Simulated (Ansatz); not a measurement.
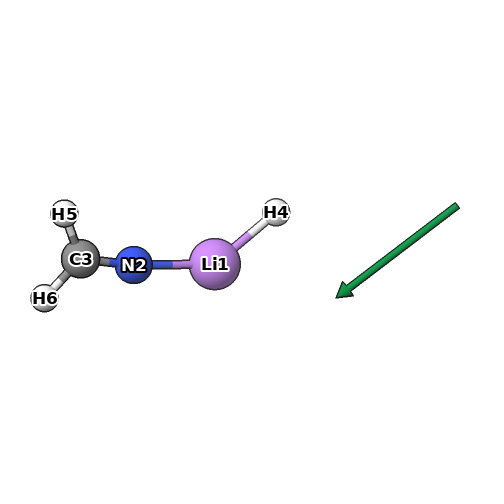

The arrow beside the molecule shows the direction of the dipole moment, from the negative to the positive end (its length means nothing). State: neutral, doublet. The computed structure is the end point of a PBE-D4/def2-SVP optimisation. No frequency run is at hand to confirm it as a minimum. Level of theory: UKS PBE-D4/def2-SVP (Ansatz 0.2.0).

Q: Estimate the dipole moment.

A: 3.64 D; it points from the side of H4 to the side of H6 (the outermost atoms at the two ends).
